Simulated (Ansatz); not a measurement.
**H4OSSi···NH3: density, localisation and related maps**

```yaml
atoms:
  - { symbol: Si, position_ang: [-0.2192, 0.7294, -0.2287] }
  - { symbol: N, position_ang: [-0.3688, -1.8262, 0.0727] }
  - { symbol: H, position_ang: [-0.4621, 0.2092, -1.5896] }
  - { symbol: H, position_ang: [-1.3219, 0.5152, 0.7412] }
  - { symbol: O, position_ang: [-0.1583, 2.3679, -0.5147] }
  - { symbol: H, position_ang: [-0.2595, -2.1410, 1.0295] }
  - { symbol: S, position_ang: [1.6999, 0.2107, 0.6043] }
  - { symbol: H, position_ang: [0.3313, -2.2956, -0.4895] }
  - { symbol: H, position_ang: [-1.2817, -2.1235, -0.2500] }
  - { symbol: H, position_ang: [-0.1970, 2.9355, 0.2563] }
  - { symbol: H, position_ang: [2.2371, 1.4183, 0.3685] }
```

The product side of a reaction path; geometry: PBE0-D4/def2-TZVP.

Computed with RKS PBE0-D4/def2-TZVPP in Ansatz 0.2.0.

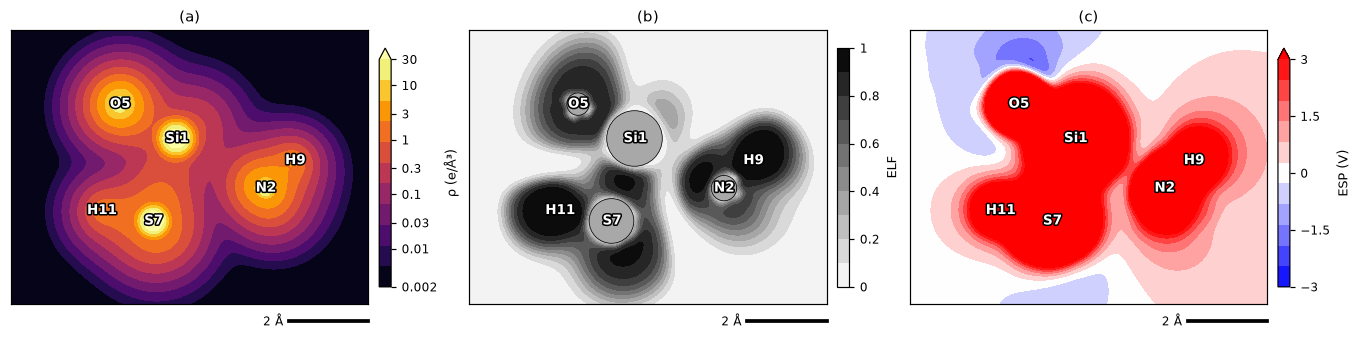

Figure 1. (a) electron density; (b) electron localisation function; (c) electrostatic potential on the plane of atoms O5, Si1 and S7. Grey discs cover the atomic cores in the ELF map.

**Describe what can be read from this map.**

Atoms in the plane: Si, N, O, S and H. Si1···N2 (2.58 Å): the density falls to about 0.18 e/Å³ on the way; the ELF is about 0.30 at the midpoint. Si–O (1.66 Å): the density is about 1.1 e/Å³ at the midpoint; the ELF peaks at about 0.90 between the atoms (a polar covalent bond). Si–S (2.16 Å): the density is about 0.82 e/Å³ at the midpoint; the ELF peaks at about 0.95 between the atoms (a covalent bond). N–H (1.01 Å): the density is about 2.9 e/Å³ at the midpoint; the ELF climbs to about 1 towards the hydrogen, as it does in any bond to H: an ordinary covalent bond to hydrogen. S–H (1.34 Å): ρ at the midpoint is about 1.5 e/Å³; the ELF climbs to about 1 towards the hydrogen. The ELF also peaks beside S7 and O5, away from the bonds: lone-pair regions. Outside the dense part of the complex the potential is most negative (−1.9 V) near O5.

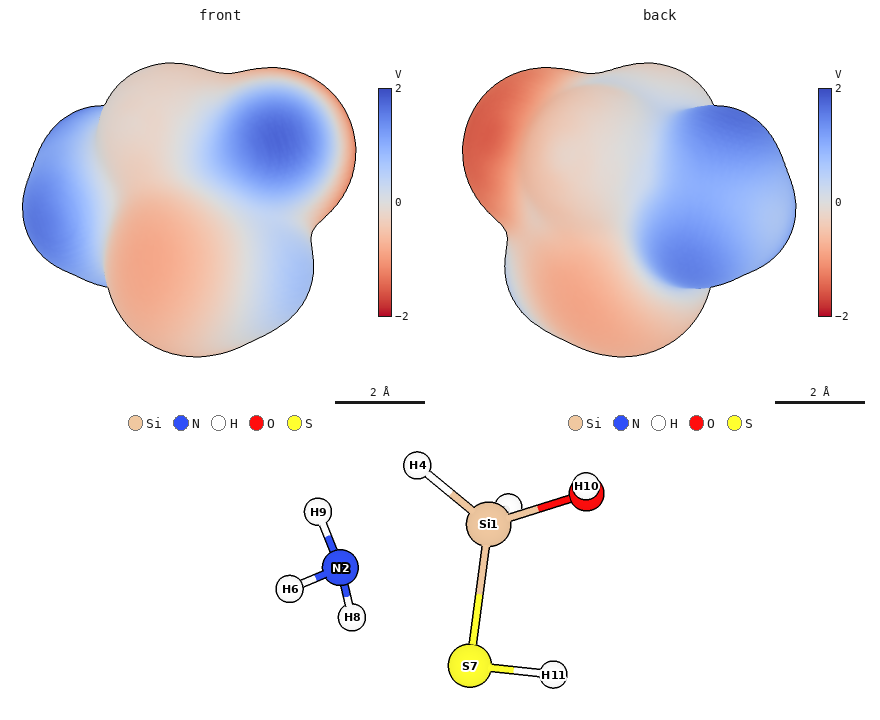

Figure 2. The molecular electrostatic potential painted on the density surface at 0.001 e/bohr³, seen from the front and from behind; the colour scale runs from red (negative) to blue (positive). The bare structure is drawn below in the same view.

**Which sites attract a positive test charge, and which a negative one?**

A positive charge is drawn to the negative regions and a negative charge to the positive ones. The most negative region (about −1.5 V) lies over O5, the most positive (about +1.7 V) over H10. O5 is the likeliest acceptor of a hydrogen bond.

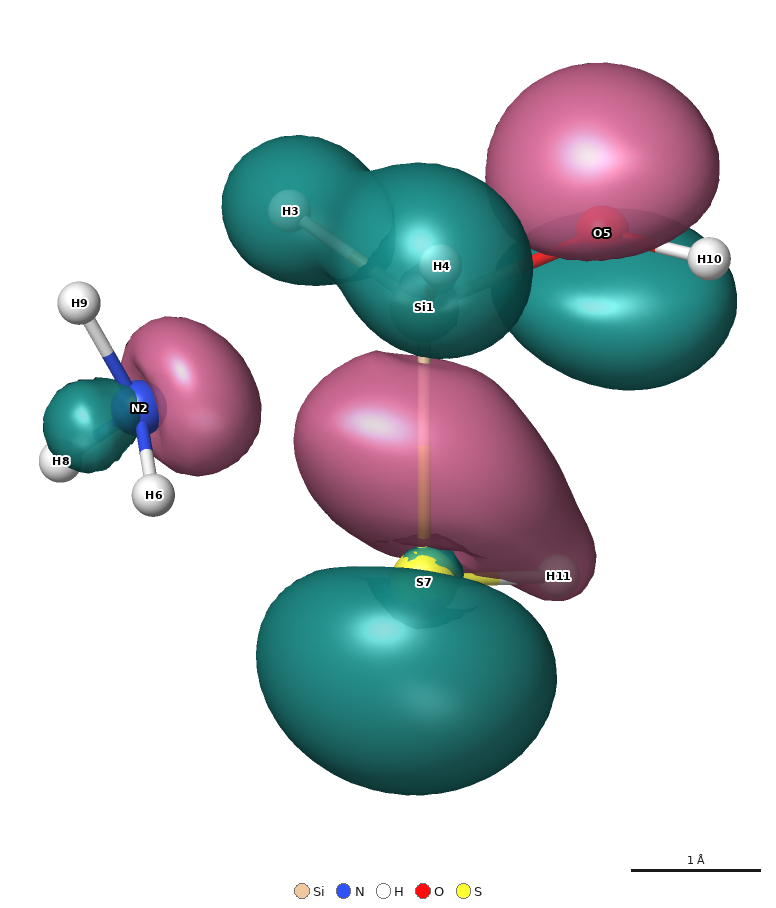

Figure 3. The HOMO−1 at ±0.1 Å⁻³ᐟ² (teal and pink are the two phases), seen at a tilt.

**Where does this orbital lie, and at what energy?**

Its weight (Hirshfeld) is mainly on S7 (about 35 %), O5 (about 35 %) and Si1 (about 10 %); largely a combination of lone pairs on S7 and O5. Its energy is −8.01 eV.
